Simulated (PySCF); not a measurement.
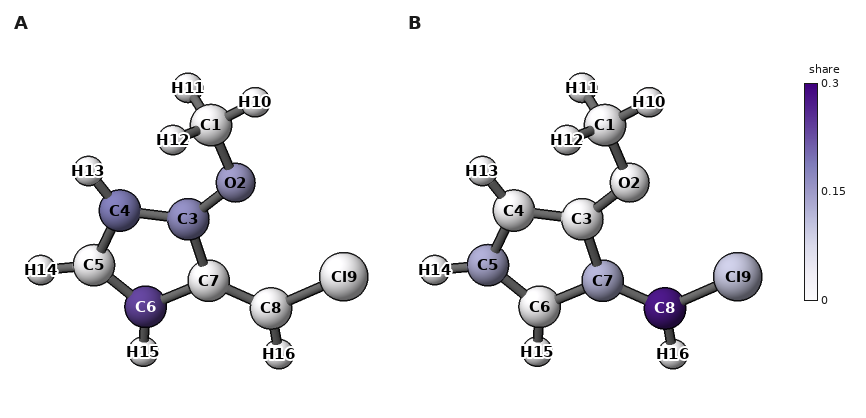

Each panel colours the atoms by their Löwdin share in one orbital (up to four of the largest shares; other atoms are shown as zero). The computed structure is the end point of a GFN2-xTB optimisation. No frequency run is at hand to confirm it as a minimum. Computed with PBE0/def2-SVPD (PySCF 2.14.0).

**The panels show the HOMO, LUMO, in some order. Which is which?**

A: HOMO, −5.84 eV; C6 0.23, C4 0.18, C3 0.17, O2 0.15
B: LUMO, −1.95 eV; C8 0.28, C5 0.13, C7 0.12, Cl9 0.10
